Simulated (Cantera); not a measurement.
Feed: 1 mol SO2, 1.3 mol O2, 2.5 mol H2O, at 0.615 Torr.

Method: chemical equilibrium by Gibbs-energy minimisation in Cantera with the NASA 1993 tables (ideal gas, pure condensed phases). Candidate condensed phases: H2O, H2SO4, S; 19 gas species. Kinetics and transport are ignored.

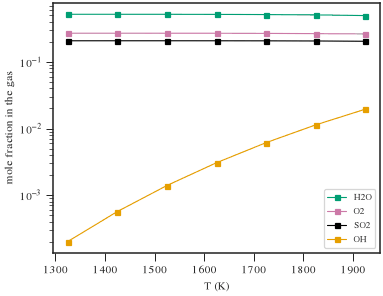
Equilibrium gas composition (values under 1e-9 drawn at 1e-9)

From 1325 K to 1925 K nothing is condensed.
